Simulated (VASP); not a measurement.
Energy against volume of SnTe (rock salt). These are PBEsol GGA, VASP's PBE PAW potentials (set 64) (plane waves; VASP) values and carry that method's errors.

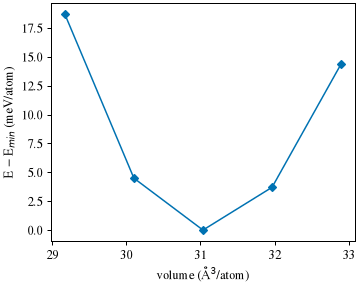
Figure: Energy against volume

Question: Estimate the equilibrium volume and the bulk modulus.

Answer: The minimum lies near 31.1 Å³/atom, and the curvature gives B0 of about 47 GPa.

Measured: bulk modulus 37.8 GPa (computed value off by +24.1 %), as given by Cormac Toher et al., Physical Review Materials (2017), arXiv:1611.05714; a 6.316 Å (computed value off by -0.5 %), as given by Ayanesh Maiti et al., Applied Physics Letters (2022), arXiv:2109.01420. The calculation is for a static lattice, while the measured bulk modulus, a hold thermal and zero-point effects, which are part of the difference.

The compound is SnTe in the rock salt structure, which distorts at low temperature. It was relaxed first.
